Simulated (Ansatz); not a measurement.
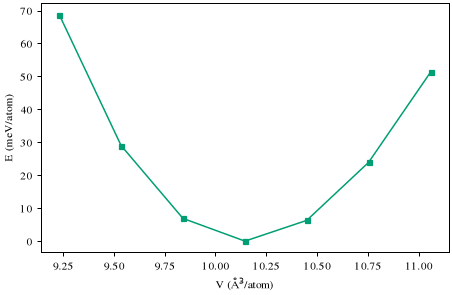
Figure: SiC (wurtzite, P6_3mc) under volume change, LDA in the plane-wave PAW code Ansatz, shape and atoms relaxed at each volume.

### Question
What does a third-order Birch–Murnaghan fit give for V₀, B₀ and B′?

### Answer
V₀ = 10.14 Å³/atom, B₀ = 230 GPa, B′ = 3.9.

Symmetry was held in the LDA relaxation; phonons on a q-mesh show no instability.

Potentials: the later of the program's two PAW sets.
